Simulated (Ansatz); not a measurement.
# SiH2SeCl (SMILES Cl[SiH][SeH]) at U-r2SCAN/cc-pVDZ

What is the electronic atomisation energy of SiH2SeCl at U-r2SCAN/cc-pVDZ? 

The calculation is run with Ansatz 0.2.0.

69 further runs of the same task are left out: 69 set aside as unsound or not needed. Runs told in other sessions of the task aren't counted.

**1. Starting point**

SiH2SeCl has 5 atoms, charge 0, and is taken as a doublet. SMILES: `Cl[SiH][SeH]`. The coordinates come from a PBE0-D4/def2-TZVP relaxation. This is one conformer, not always the lowest.

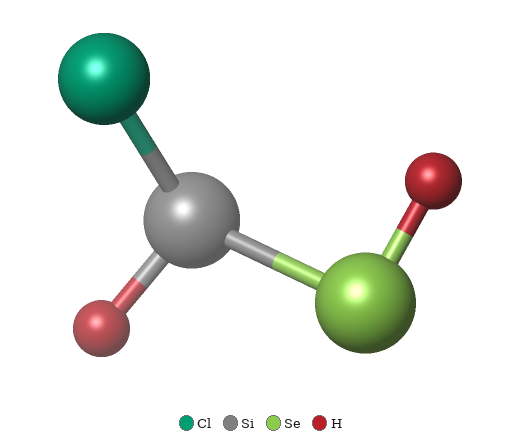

Viewed from a chosen angle; chlorine teal, silicon grey, selenium green, hydrogen red.

**2. The energy at U-r2SCAN/cc-pVDZ**

The input, run.yaml:

```yaml
crystal:
  periodic: [false, false, false]
  atoms:
    - {symbol: Cl, position_ang: [-2.098500, -0.286100, 0.143900]}
    - {symbol: Si, position_ang: [-0.121800, -0.761200, -0.193900]}
    - {symbol: Se, position_ang: [1.300800, 0.972900, 0.128200]}
    - {symbol: H, position_ang: [0.283800, -1.778100, 0.815900]}
    - {symbol: H, position_ang: [0.685700, 1.778800, -0.935500]}
basis:
  gaussian: {orbitals: cc-pVDZ}
magnetization: {spin_polarized: true, initial_magnetization: 1}
hamiltonian: {xc: r2scan}
accuracy: high
output: {orbitals: {seedname: orbitals}}
```

On the command line:

```bash
$ ansatz run run.yaml --threads 1 --pin off --max-ram 2610MiB --events-out events.jsonl --progress --plain --runs-dir runs
```

The program printed:

```text
Warning: RAYON_NUM_THREADS=1 ignored (pool sized by the plan → 1); use --threads N
Functional definition: r2SCAN
  name "r2SCAN"
  parameter k0 = 0.174
  parameter k1 = 0.065
  parameter a1 = 4.9479
  exchange = r2scan_x(k0 = k0, k1 = k1, a1 = a1)
  correlation = r2scan_c
1586 factors; integrals over basis functions are off by at most 4.6e-9 eV
mean field evaluation 1: about -85780.2758 eV, gradient 7.7e0 eV
mean field evaluation 2: about -85780.5371 eV, gradient 5.6e0 eV
mean field evaluation 4: about -85780.7236 eV, gradient 5.7e-1 eV
mean field evaluation 8: about -85780.7184 eV, gradient 2.8e-2 eV
mean field evaluation 16: about -85780.7184 eV, gradient 2.8e-5 eV
mean field -85780.71839196 eV, -3152.3832566454 hartree, gradient 6.2e-8 eV, S^2 0.753410; 0 other end points of the search recorded, 0 dependent functions left out
reference -85780.71839370 eV, -3152.3832567091 hartree; 34, 33 occupied and 39, 40 virtual orbitals, 1586 factors
Total energy: -85780.71839370 eV, -3152.3832567091 hartree
```

It took 11 s on 1 thread of Intel Xeon 6975P-C (Granite Rapids), shared host; peak memory 0.38 GiB.

**3. The Cl atom, same level**

The input, molecule.yaml:

```yaml
crystal:
  periodic: [false, false, false]
  atoms:
    - {symbol: Cl, position_ang: [0.000000, 0.000000, 0.000000]}
basis:
  gaussian:
    orbitals: cc-pVDZ
magnetization:
  spin_polarized: true
  initial_magnetization: 1
hamiltonian:
  xc: {name: r2SCAN}
accuracy: high
```

Run the same way, it converges to -460.10908 Eh (log not shown).

**4. The H atom**

The input, run.yaml:

```yaml
crystal:
  periodic: [false, false, false]
  atoms:
    - {symbol: H, position_ang: [0.000000, 0.000000, 0.000000]}
basis:
  gaussian: {orbitals: cc-pVDZ}
magnetization: {spin_polarized: true, initial_magnetization: 1}
accuracy: high
hamiltonian: {xc: r2scan}
```

Run the same way, it converges to -0.49921 Eh (log not shown).

**5. The Se atom**

The input, in.yaml:

```yaml
crystal:
  periodic: [false, false, false]
  atoms:
    - symbol: Se
      position_ang: [0.000000, 0.000000, 0.000000]
basis:
  gaussian: {orbitals: cc-pVDZ}
magnetization: {spin_polarized: true, initial_magnetization: 2}
hamiltonian: {xc: r2scan}
accuracy: high
```

On the command line:

```bash
$ ansatz run in.yaml --threads 1 --pin off --max-ram 2610MiB --events-out events.jsonl --progress --plain --runs-dir runs
```

The program printed:

```text
Warning: RAYON_NUM_THREADS=1 ignored (pool sized by the plan → 1); use --threads N
Functional definition: r2SCAN
  name "r2SCAN"
  parameter k0 = 0.174
  parameter k1 = 0.065
  parameter a1 = 4.9479
  exchange = r2scan_x(k0 = k0, k1 = k1, a1 = a1)
  correlation = r2scan_c
260 factors; integrals over basis functions are off by at most 4.6e-9 eV
mean field evaluation 1: about -65346.6446 eV, gradient 2.8e0 eV
mean field evaluation 2: about -65346.7113 eV, gradient 7.4e-1 eV
mean field evaluation 4: about -65346.7144 eV, gradient 3.0e-2 eV
mean field evaluation 8: about -65346.7133 eV, gradient 4.6e-4 eV
mean field evaluation 16: about -65346.5665 eV, gradient 4.1e0 eV
mean field evaluation 32: about -65346.7133 eV, gradient 6.7e-9 eV
mean field -65346.71331825 eV, -2401.4474208526 hartree, gradient 6.7e-9 eV, S^2 2.003142; 1 other end points of the search recorded, 0 dependent functions left out
reference -65346.71331912 eV, -2401.4474208844 hartree; 18, 16 occupied and 9, 11 virtual orbitals, 260 factors
Total energy: -65346.71331912 eV, -2401.4474208844 hartree
```

It took 2.1 s on 1 thread of Intel Xeon 6975P-C (Granite Rapids), shared host; peak memory 0.15 GiB.

**6. The Si atom at the same level**

The input, molecule.yaml:

```yaml
basis:
  gaussian: {orbitals: cc-pVDZ}
crystal:
  periodic: [false, false, false]
  atoms:
    - {symbol: Si, position_ang: [0.000000, 0.000000, 0.000000]}
hamiltonian: {xc: {name: r2SCAN}}
accuracy: high
magnetization: {spin_polarized: true, initial_magnetization: 2}
```

Run the same way, it converges to -289.33884 Eh (log not shown).

**7. Results**

At U-r2SCAN/cc-pVDZ:

| quantity | value |
| --- | --- |
| molecule: total energy | -3152.38326 Eh |
| molecule: HOMO energy (highest over α and β) | -5.53 eV |
| molecule: LUMO energy (lowest over α and β) | -3.41 eV |
| molecule: ⟨S²⟩ | 0.753 |
| Cl atom: total energy | -460.10908 Eh |
| Cl atom: ⟨S²⟩ | 0.753 |
| H atom: total energy | -0.49921 Eh |
| H atom: ⟨S²⟩ | 0.750 |
| Se atom: total energy | -2401.44742 Eh |
| Se atom: ⟨S²⟩ | 2.003 |
| Si atom: total energy | -289.33884 Eh |
| Si atom: ⟨S²⟩ | 2.007 |
| electronic atomisation energy | 13.320 eV |

**Reading.** Taking the molecule apart into free atoms costs 13.32 eV (1285 kJ/mol), before zero-point energy and without spin-orbit coupling.
